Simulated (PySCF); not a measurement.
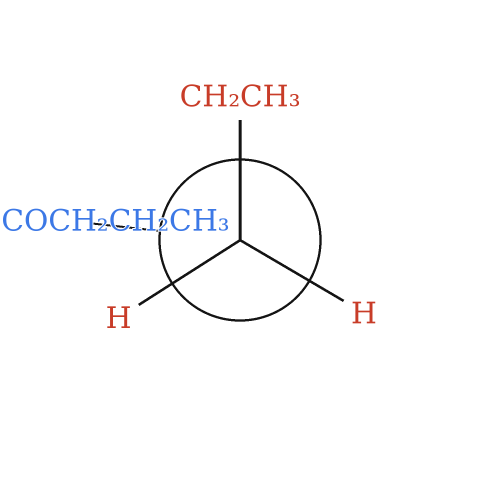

A Newman projection along the C–O bond, carbon in front; angles are drawn as computed, but eclipsed bonds slightly apart. Computed geometry: PBE0-D3(BJ)/def2-SVP optimisation. No frequency run is at hand to confirm it as a minimum.

**Which molecule is it?**

C7H14O2, CCCOC(=O)CCC

**What is the torsion angle from the front CH2CH3 to the back COCH2CH2CH3? The sign is positive where the front bond must turn clockwise to cover the back bond.**

−84°, about perpendicular.
